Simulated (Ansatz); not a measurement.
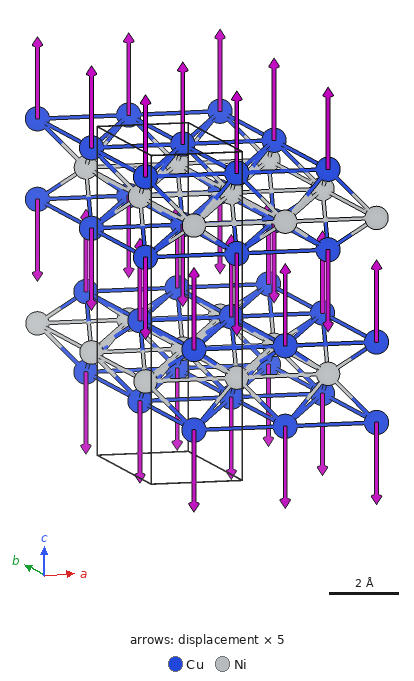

A relaxation of crystalline Cu2Ni (built on the 2H molybdenite_194 type) (coarse preliminary run). The starting structure is drawn; purple arrows show the displacements (the part carried along by the change of the cell is left out), 5 times their true length.

A ball-and-stick model of the cell of the calculation, repeated 3 × 3 × 1 with one cell outlined, seen from a free direction.

Case: 2H molybdenite type (P6_3/mmc, No. 194).

All numbers below come from DFT PBE, scalar-relativistic, plane waves, PAW in Ansatz.

Input
```yaml
crystal:
  lattice:
    - [2.6998521964, 0.0, 0.0]
    - [-1.3499260982, 2.3381405886, 0.0]
    - [0.0, 0.0, 10.5013179172]
  atoms:
    - { symbol: Cu, position: [0.3333333333, 0.6666666667, 0.6275] }
    - { symbol: Cu, position: [0.6666666667, 0.3333333333, 0.1275] }
    - { symbol: Cu, position: [0.3333333333, 0.6666666667, 0.8725] }
    - { symbol: Cu, position: [0.6666666667, 0.3333333333, 0.3725] }
    - { symbol: Ni, position: [0.3333333333, 0.6666666667, 0.25], spin: 0.25 }
    - { symbol: Ni, position: [0.6666666667, 0.3333333333, 0.75], spin: 0.25 }
basis:
  ecutwfc: 420
kpoints:
  mp_grid: { grid: [6, 6, 2] }
hamiltonian:
  xc: pbe
scf:
  occupations: { method: gaussian, width: 0.1 }
  lower_state_search: "off"
output:
  forces: true
  stress: true
  eigenvalues: true
  populations: true
magnetization:
  spin_polarized: true
relax:
  adjacent_minimum: "off"
  f_tol: 0.04
  max_steps: 70
  cell: { stress_tol: 0.4 }
```

Run as
```bash
ansatz run input.yaml --threads 1 --pin off --max-ram 2560MiB --backend cpu --events-out ev --progress --plain --runs-dir out
```

What did the optimiser do to the structure, and how much energy did it gain?

The largest moves relative to the cell, 0.53 Å, are those of Cu1, Cu2, Cu3 and Cu4. Cu1 goes along −c. Ni stays in place. The volume changes by +4.2 %, with a = b 2.700 → 2.521 Å (−6.6 %), c 10.501 → 12.550 Å (+19.5 %). Near-neighbour distances that change, for instance: Cu1–Cu3 2.573 → 4.134 Å, Cu1–Cu4 3.098 → 2.589 Å, Cu1–Ni6 2.021 → 2.528 Å, Ni5–Ni5 2.700 → 2.521 Å. The space group stays P6_3/mmc (No. 194). After 10 accepted moves (12 points after the start) the energy has fallen by 1698 meV per atom. Largest force component: 9.1 eV/Å at the start, 0.0015 eV/Å at the end. The pressure goes from 82.16 to −0.02 GPa. At 2 points the geometry stayed and the basis and grid were re-selected for the new cell (energy shift of 12.0 meV per atom at most each time). The program noted that the starting moments weren't kept. The run may lie on a higher electronic state than the lowest, so the end point isn't shown to be the ground-state structure. The run took 79 s on 1 thread of Intel(R) Xeon(R) 6975P-C (Granite Rapids), with other jobs on the host, peak memory 0.48 GiB.

Limits of the set-up: the k-point mesh is coarse for a cell with partly filled bands.
